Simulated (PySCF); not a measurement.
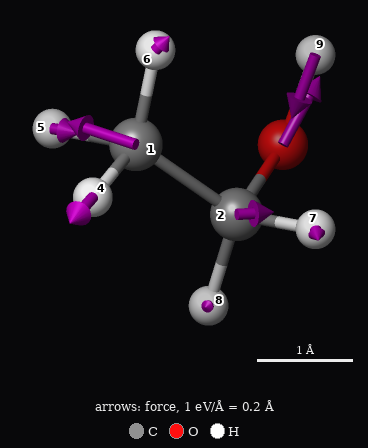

Starting geometry of C$_{2}$H$_{6}$O with the computed forces as purple arrows. Style: ball-and-stick. Shown at a tilt.

The start comes from MMFF94s. Its atoms were then displaced at random by about 0.03 Å.

These are results of PySCF, PBE0-D3(BJ)/def2-SVP geometry optimisation, gas phase, not measurements. 

Q: What follows when this structure is relaxed?

A: It isn't relaxed: the largest force vector, on a C atom, is 4.47 eV/Å. The final displacements follow the starting forces only in part (cosine between the two patterns 0.70). After 8 geometry steps the energy has fallen by 0.668 eV. The largest moves after the best rigid fit, 0.10 Å, are those of H atoms. Largest moves by element: H 0.10 Å, O 0.10 Å, C 0.09 Å. Some distances before and after: H–O 1.060 → 0.963 Å, C–C 1.436 → 1.517 Å, C–H 1.029 → 1.101 Å, C–H 1.170 → 1.101 Å. Bond angles that change, for instance: C–C–H 118.5° → 111.1°, H–C–H 102.0° → 108.5°, C–C–H 115.2° → 109.8°.
